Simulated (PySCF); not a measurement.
Molecule: C₄H₉FGe, SMILES C/[C]([GeH3])=C/CF, singlet.

```xyz
15

C     -1.8191     0.8076     0.1478
C     -0.4423     0.2293     0.0427
Ge    -0.3816    -1.6472    -0.5528
C      0.6241     0.9581     0.3389
C      2.0409     0.4928     0.2795
F      2.1252    -0.8223    -0.1291
H     -1.7998     1.8441     0.4802
H     -2.3176     0.7547    -0.8201
H     -2.4116     0.2207     0.8498
H      0.1838    -2.5696     0.4723
H     -1.8138    -2.0507    -0.7738
H      0.3317    -1.8289    -1.8482
H      0.5344     1.9899     0.6628
H      2.6239     1.0831    -0.4379
H      2.5174     0.5463     1.2660
```

Vertical TDDFT excitations, PBE0/def2-SVPD in PySCF, at a GFN2-xTB geometry (no frequency check), gas phase.

### Where does it absorb, and how strongly?

The lowest singlet lies at 6.63 eV (187 nm, f = 0.002); the brightest of the first 6 is S2 at 6.77 eV (183 nm), f = 0.307, mainly HOMO → LUMO (95 %). No singlet lies below 3.1 eV (beyond 400 nm), so at this level no vertical transition falls in the visible.


```csv
state,E (eV),λ (nm),f,main character
S1,6.63,187,0.002,HOMO → LUMO+1 (95 %)
S2,6.77,183,0.307,HOMO → LUMO (95 %)
S3,6.86,181,0.002,HOMO−1 → LUMO (90 %)
S4,7.25,171,0.000,HOMO → LUMO+2 (90 %)
S5,7.43,167,0.003,HOMO → LUMO+3 (90 %)
S6,7.63,163,0.013,HOMO−2 → LUMO (69 %)
```

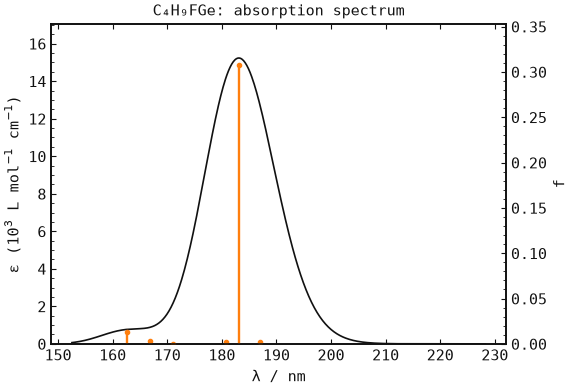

Only the first 6 singlet excitations are included; each is broadened by a Gaussian of 1/e half-width 0.33 eV. Sticks give oscillator strengths (right axis).

Known limits of this run: states above the negative HOMO energy depend on the basis; the tight-binding geometry is rougher than a DFT one and adds to the error; one conformer of a flexible molecule; core orbitals are frozen in the response.
